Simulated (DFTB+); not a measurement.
## Run report: Si2H4SF2, geometry relaxation

- system: Si2H4SF2, SMILES F[SiH2][SiH](F)S
- method: GFN1-xTB, R-SCC, dispersion built in (DFTB+ 25.1)

The geometry comes from this level: GFN2-xTB.

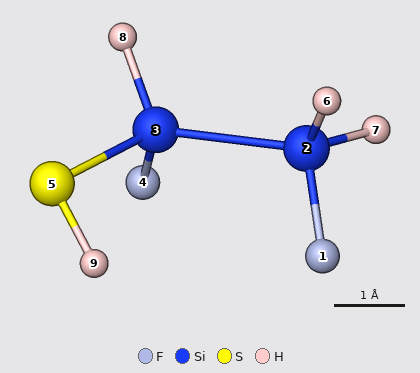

The structure as given in the input (ball-and-stick view, seen at a tilt; atoms are numbered from 1 in the order of the input).

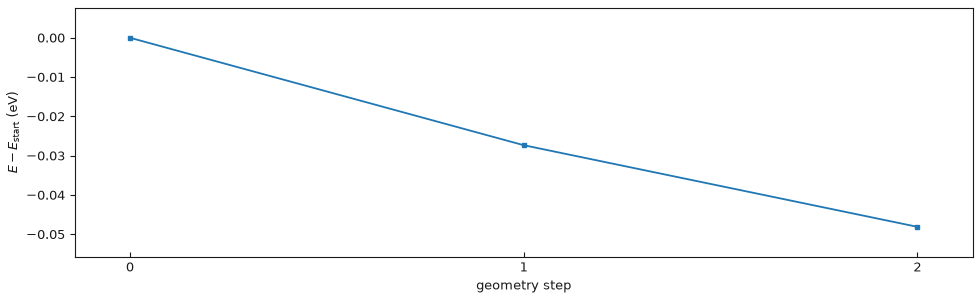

Progress of the relaxation, step by step (steps are counted from 0).

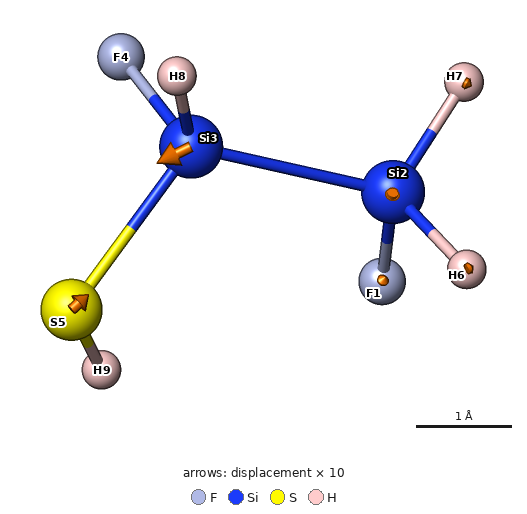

The starting structure with the displacements as orange arrows, magnified 10 times (ball-and-stick view, seen at a tilt). The two geometries are laid on each other by the best rigid fit. Si3 moves most after the best rigid fit: 0.041 Å. Largest moves by element: Si 0.041 Å, S 0.025 Å, H 0.010 Å, F 0.009 Å. Among the contacts that change: Si3–S5 2.153 → 2.092 Å, Si2–Si3 2.303 → 2.337 Å, F1–Si2 1.612 → 1.591 Å, Si3–F4 1.618 → 1.608 Å. Among the angles that change: F4–Si3–S5 107.2° → 109.4°. After 2 geometry steps the energy has fallen by 0.048 eV. (Atoms are counted from 1 in the order of the input.)

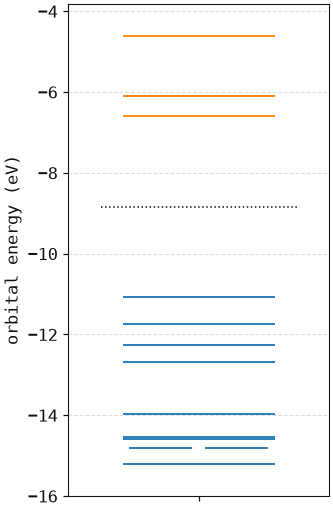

Orbital energies near the frontier; the dotted line parts filled from empty levels, and levels within 0.02 eV of each other stand side by side. Highest filled −11.08 eV, lowest empty −6.60 eV, 4.48 eV apart.

The input that produced these results follows, with the program's output.

**Input (dftb_in.hsd)**
```
Geometry = GenFormat {
  <<< "geo.gen"
}

Driver = GeometryOptimisation {
  Optimiser = Rational {}
  MaxSteps = 200
  Convergence {
    GradElem = 0.01
  }
  AppendGeometries = Yes
}

Hamiltonian = xTB {
  Method = "GFN1-xTB"
  SCCTolerance = 1e-08
}

Analysis {
  PrintForces = Yes
}

Options {
  WriteResultsTag = Yes
}

ParserOptions {
  ParserVersion = 14
}
```

**File geo.gen**
```
9 C
F Si S H
   1  1     -1.303660      0.190750      1.766220
   2  2      0.232270      0.396010      1.320840
   3  2      0.490370     -0.419460     -0.817600
   4  1      0.314410     -2.027650     -0.790370
   5  3     -0.912570      0.350260     -2.257360
   6  4      0.415280      1.837590      1.421120
   7  4      0.990740     -0.323060      2.333930
   8  4      1.767790     -0.241740     -1.479660
   9  4     -1.994630      0.237290     -1.497120
```

Launch command:
```bash
dftb+ > dftb.out
```

**What the program printed**
```
|  DFTB+ development version (commit: a23bfb2)

Reading input file 'dftb_in.hsd'
Parser version: 14

--------------------------------------------------------------------------------

Processed input in HSD format written to 'dftb_pin.hsd'

Starting initialization...
--------------------------------------------------------------------------------
OpenMP threads:              1
Chosen random seed:          426338126
Current stacksize:           unlimited
Mode:                        Geometry optimisation relaxation
Self consistent charges:     Yes
SCC-tolerance:                 0.100000E-07
Max. scc iterations:                    100
Shell resolved Hubbard:      Yes
Spin polarisation:           No
Nr. of up electrons:            16.000000
Nr. of down electrons:          16.000000
Periodic boundaries:         No
Electronic solver:           Relatively robust
Mixer:                       Broyden mixer
Mixing parameter:                  0.200000
Nr. of chrg. vec. in memory:            100
Max. SCC-cycles:                        100
Max. nr. of geometry steps:             200
tblite library version:      0.3.0
-> parametrization:          GFN1-xTB
-> repulsion:                Yes
-> dispersion:               Yes
-> halogen bonding:          Yes
-> electrostatics:           Yes
   -> isotropic:             Yes
   -> anisotropic:           No
   -> third-order:           Yes
Electronic temperature:              0.950045E-03 H      0.258520E-01 eV
Initial charges:             Set automatically (system chrg:   0.000E+00)
Included shells:             F:  s, p
                            Si:  s, p, d
                             S:  s, p, d
                             H:  s, s2
Extra options:
                             Mulliken analysis
                             Force calculation
Force type                   original

--------------------------------------------------------------------------------

***  Geometry step: 0

 iSCC Total electronic   Diff electronic      SCC error
    1   -0.20024768E+02    0.00000000E+00    0.85252719E+00
    2   -0.20104663E+02   -0.20024768E+02    0.64803578E+00
    3   -0.20103703E+02   -0.79894320E-01    0.44561384E+00
    4   -0.20109299E+02    0.95991733E-03    0.23663997E+00
    5   -0.20136450E+02   -0.55960690E-02    0.39992103E-01
    6   -0.20137379E+02   -0.27150967E-01    0.14545002E-01
    7   -0.20137293E+02   -0.92938558E-03    0.13225604E-01
    8   -0.20137387E+02    0.86537430E-04    0.47883315E-02
    9   -0.20137402E+02   -0.94385137E-04    0.17086734E-02
   10   -0.20137404E+02   -0.15015385E-04    0.37638563E-03
   11   -0.20137404E+02   -0.17113928E-05    0.29323536E-03
   12   -0.20137404E+02    0.26609808E-07    0.13022551E-03
   13   -0.20137404E+02   -0.48671456E-07    0.61682543E-04
   14   -0.20137404E+02   -0.96390806E-08    0.79415409E-05
   15   -0.20137404E+02   -0.29343994E-08    0.17584168E-05
   16   -0.20137404E+02   -0.22058799E-10    0.64131593E-06
   17   -0.20137404E+02   -0.76738615E-12    0.22542655E-06
   18   -0.20137404E+02   -0.13500312E-12    0.51290474E-07
   19   -0.20137404E+02   -0.46185278E-13    0.37642085E-08

Total Energy:                      -20.0596817660 H         -545.8517 eV
Extrapolated to 0K:                -20.0596817660 H         -545.8517 eV
Total Mermin free energy:          -20.0596817660 H         -545.8517 eV
Force related energy:              -20.0596817660 H         -545.8517 eV

total energy  -2.0059682E+01 H       energy change -2.0059682E+01 H
gradient norm  3.5001642E-02 H/a0    max. gradient  2.1841855E-02 H/a0
step length    0.0000000E+00 a0      max. step      0.0000000E+00 a0

--------------------------------------------------------------------------------

***  Geometry step: 1

 iSCC Total electronic   Diff electronic      SCC error
    1   -0.20139834E+02    0.00000000E+00    0.98453059E-02
    2   -0.20139870E+02   -0.24300087E-02    0.41193248E-02
    3   -0.20139875E+02   -0.36242708E-04    0.29934367E-02
    4   -0.20139875E+02   -0.48718162E-05    0.85911676E-03
    5   -0.20139875E+02   -0.22009510E-06    0.24647786E-03
    6   -0.20139875E+02   -0.49770360E-07    0.53270287E-04
    7   -0.20139875E+02   -0.10778987E-07    0.39471122E-04
    8   -0.20139875E+02   -0.51990767E-09    0.15392511E-04
    9   -0.20139875E+02   -0.83460350E-10    0.17248876E-05
   10   -0.20139875E+02   -0.18225421E-10    0.35669488E-06
   11   -0.20139875E+02   -0.86686214E-12    0.14108294E-06
   12   -0.20139875E+02   -0.35527137E-13    0.31533073E-07
   13   -0.20139875E+02   -0.71054274E-14    0.22759852E-08

Total Energy:                      -20.0606861808 H         -545.8790 eV
Extrapolated to 0K:                -20.0606861808 H         -545.8790 eV
Total Mermin free energy:          -20.0606861808 H         -545.8790 eV
Force related energy:              -20.0606861808 H         -545.8790 eV

total energy  -2.0060686E+01 H       energy change -1.0044148E-03 H
gradient norm  2.2721710E-02 H/a0    max. gradient  1.4548407E-02 H/a0
step length    3.5001642E-02 a0      max. step      2.1841855E-02 a0

--------------------------------------------------------------------------------

***  Geometry step: 2

 iSCC Total electronic   Diff electronic      SCC error
    1   -0.20143669E+02    0.00000000E+00    0.19480105E-01
    2   -0.20143782E+02   -0.37935358E-02    0.85019712E-02
    3   -0.20143798E+02   -0.11353459E-03    0.59058940E-02
    4   -0.20143799E+02   -0.16149768E-04    0.16913076E-02
    5   -0.20143799E+02   -0.74116159E-06    0.43897088E-03
    6   -0.20143799E+02   -0.23955754E-06    0.15017882E-03
    7   -0.20143799E+02   -0.35279189E-07    0.76526579E-04
    8   -0.20143799E+02   -0.38586379E-08    0.35940130E-04
    9   -0.20143799E+02   -0.51842974E-09    0.36568248E-05
   10   -0.20143799E+02   -0.52992277E-10    0.10436888E-05
   11   -0.20143799E+02   -0.16733281E-11    0.22669984E-06
   12   -0.20143799E+02   -0.62172489E-12    0.16733999E-07
   13   -0.20143799E+02   -0.71054274E-14    0.20296331E-08

Total Energy:                      -20.0614496985 H         -545.8998 eV
Extrapolated to 0K:                -20.0614496985 H         -545.8998 eV
Total Mermin free energy:          -20.0614496985 H         -545.8998 eV
Force related energy:              -20.0614496985 H         -545.8998 eV

total energy  -2.0061450E+01 H       energy change -7.6351774E-04 H
gradient norm  1.0303933E-02 H/a0    max. gradient  4.6076004E-03 H/a0
step length    6.6472819E-02 a0      max. step      4.2542743E-02 a0

Geometry converged

--------------------------------------------------------------------------------
--------------------------------------------------------------------------------
SCC                                    +       0.03 ( 64.0%)       0.04 ( 73.1%)
--------------------------------------------------------------------------------
Missing                                +       0.01 ( 36.0%)       0.01 ( 26.9%)
Total                                  =       0.04 (100.0%)       0.05 (100.0%)
--------------------------------------------------------------------------------
```

**File detailed.out**
```
Fermi distribution function

Geometry optimization step: 2

********************************************************************************
 iSCC Total electronic   Diff electronic      SCC error
   13   -0.20143799E+02   -0.71054274E-14    0.20296331E-08
********************************************************************************

 Total charge:    -0.00000000

 Atomic gross charges (e)
 Atom           Charge
    1      -0.23189887
    2       0.34859984
    3       0.36050760
    4      -0.24811851
    5      -0.19330446
    6      -0.07244591
    7      -0.06214542
    8      -0.06548406
    9       0.16428977

Nr. of electrons (up):     32.00000000
Atom populations (up)
 Atom       Population
    1       7.23189887
    2       3.65140016
    3       3.63949240
    4       7.24811851
    5       6.19330446
    6       1.07244591
    7       1.06214542
    8       1.06548406
    9       0.83571023

l-shell populations (up)
 Atom Sh.   l       Population
    1   1   0       1.76359804
    1   2   1       5.46830083
    2   1   0       1.24743193
    2   2   1       1.70872396
    2   3   2       0.69524426
    3   1   0       1.18607648
    3   2   1       1.60051069
    3   3   2       0.85290524
    4   1   0       1.76583084
    4   2   1       5.48228767
    5   1   0       1.87898374
    5   2   1       4.32473784
    5   3   2      -0.01041713
    6   1   0       1.07463752
    6   2   0      -0.00219162
    7   1   0       1.06463685
    7   2   0      -0.00249142
    8   1   0       1.06766842
    8   2   0      -0.00218437
    9   1   0       0.82203615
    9   2   0       0.01367408

Orbital populations (up)
 Atom Sh.   l   m       Population  Label
    1   1   0   0       1.76359804  s
    1   2   1  -1       1.83372775  p_y
    1   2   1   0       1.83341734  p_z
    1   2   1   1       1.80115574  p_x
    2   1   0   0       1.24743193  s
    2   2   1  -1       0.66272203  p_y
    2   2   1   0       0.70680130  p_z
    2   2   1   1       0.33920063  p_x
    2   3   2  -2       0.12027935  d_xy
    2   3   2  -1       0.19559662  d_yz
    2   3   2   0       0.06328973  d_z2
    2   3   2   1       0.15691953  d_xz
    2   3   2   2       0.15915904  d_x2-y2
    3   1   0   0       1.18607648  s
    3   2   1  -1       0.36878382  p_y
    3   2   1   0       0.65104081  p_z
    3   2   1   1       0.58068605  p_x
    3   3   2  -2       0.15991845  d_xy
    3   3   2  -1       0.10151485  d_yz
    3   3   2   0       0.21086624  d_z2
    3   3   2   1       0.20359844  d_xz
    3   3   2   2       0.17700726  d_x2-y2
    4   1   0   0       1.76583084  s
    4   2   1  -1       1.79632453  p_y
    4   2   1   0       1.84515486  p_z
    4   2   1   1       1.84080828  p_x
    5   1   0   0       1.87898374  s
    5   2   1  -1       1.72962729  p_y
    5   2   1   0       1.42030125  p_z
    5   2   1   1       1.17480931  p_x
    5   3   2  -2      -0.00038572  d_xy
    5   3   2  -1      -0.00619782  d_yz
    5   3   2   0      -0.00170402  d_z2
    5   3   2   1      -0.00033015  d_xz
    5   3   2   2      -0.00179942  d_x2-y2
    6   1   0   0       1.07463752  s
    6   2   0   0      -0.00219162  s2
    7   1   0   0       1.06463685  s
    7   2   0   0      -0.00249142  s2
    8   1   0   0       1.06766842  s
    8   2   0   0      -0.00218437  s2
    9   1   0   0       0.82203615  s
    9   2   0   0       0.01367408  s2

Fermi level:                        -0.3249752777 H           -8.8430 eV
Band energy:                       -18.5959974886 H         -506.0228 eV
TS:                                  0.0000000000 H            0.0000 eV
Band free energy (E-TS):           -18.5959974886 H         -506.0228 eV
Extrapolated E(0K):                -18.5959974886 H         -506.0228 eV
Input / Output electrons (q):     32.0000000000     32.0000000000

Energy H0:                         -20.1726461330 H         -548.9256 eV
Energy SCC:                          0.0288468319 H            0.7850 eV
Total Electronic energy:           -20.1437993010 H         -548.1407 eV
Repulsive energy:                    0.0857832066 H            2.3343 eV
Halogen correction energy:           0.0000000000 H            0.0000 eV
Total energy:                      -20.0614496985 H         -545.8998 eV
Extrapolated to 0:                 -20.0614496985 H         -545.8998 eV
Total Mermin free energy:          -20.0614496985 H         -545.8998 eV
Force related energy:              -20.0614496985 H         -545.8998 eV

Non-constrained calculation

SCC converged

Full geometry written in geo_end.{xyz|gen}

Total Forces
    1     -0.003203306221      0.000116695071      0.002212019274
    2      0.002493052025     -0.001444247464     -0.004607600382
    3      0.000852902962     -0.001257779396     -0.000458009231
    4      0.001649541794     -0.001919174510      0.000970406649
    5     -0.001721750763      0.002475784821     -0.001528707421
    6      0.001088684303     -0.001164947299      0.003778791285
    7     -0.000624784985      0.003611204927      0.002145617901
    8     -0.001183748920     -0.000351157777     -0.001582255301
    9      0.000649409806     -0.000066378372     -0.000930262774

Maximal derivative component:        0.460760E-02 au

Dipole moment:    0.11794191    0.43576704    0.18638425 au
Dipole moment:    0.29977846    1.10760943    0.47374154 Debye

Geometry converged
```

**Trajectory as extended XYZ (Å, eV, eV/Å), 3 frames, from step=0 to step=2**
```
9
Properties=species:S:1:pos:R:3 step=0 energy=-545.85175
F    -1.3037    0.1908    1.7662
Si    0.2323    0.3960    1.3208
Si    0.4904   -0.4195   -0.8176
F     0.3144   -2.0276   -0.7904
S    -0.9126    0.3503   -2.2574
H     0.4153    1.8376    1.4211
H     0.9907   -0.3231    2.3339
H     1.7678   -0.2417   -1.4797
H    -1.9946    0.2373   -1.4971
9
Properties=species:S:1:pos:R:3 step=1 energy=-545.87908
F    -1.2999    0.1915    1.7657
Si    0.2272    0.3954    1.3231
Si    0.4826   -0.4211   -0.8292
F     0.3159   -2.0257   -0.7894
S    -0.9074    0.3482   -2.2504
H     0.4160    1.8374    1.4233
H     0.9907   -0.3211    2.3356
H     1.7688   -0.2418   -1.4808
H    -1.9939    0.2374   -1.4980
9
Properties=species:S:1:pos:R:3 step=2 energy=-545.89986
F    -1.2954    0.1929    1.7664
Si    0.2200    0.3934    1.3239
Si    0.4675   -0.4240   -0.8517
F     0.3195   -2.0235   -0.7869
S    -0.8978    0.3449   -2.2372
H     0.4180    1.8366    1.4295
H     0.9903   -0.3156    2.3401
H     1.7701   -0.2422   -1.4837
H    -1.9921    0.2374   -1.5003
```

**Key numbers**

```json
{"quantity": "outcome", "value": "converged"}
{"quantity": "Mermin free energy", "value": "−20.061450 hartree"}
{"quantity": "basis functions", "value": "43"}
{"quantity": "largest force", "value": "0.279 eV/Å"}
{"quantity": "HOMO", "value": "−11.08 eV"}
{"quantity": "LUMO", "value": "−6.60 eV"}
{"quantity": "dipole moment", "value": "1.24 D"}
{"quantity": "hardware", "value": "1 thread of Intel Xeon (Granite Rapids), 32 GiB of memory available, shared host"}
{"quantity": "peak memory", "value": "0.071 GiB"}
```

**Notes**

Settings chosen away from the usual ones: gtol. These settings are looser than, or depart from, a standard set-up, so the numbers are not reference values for this system.
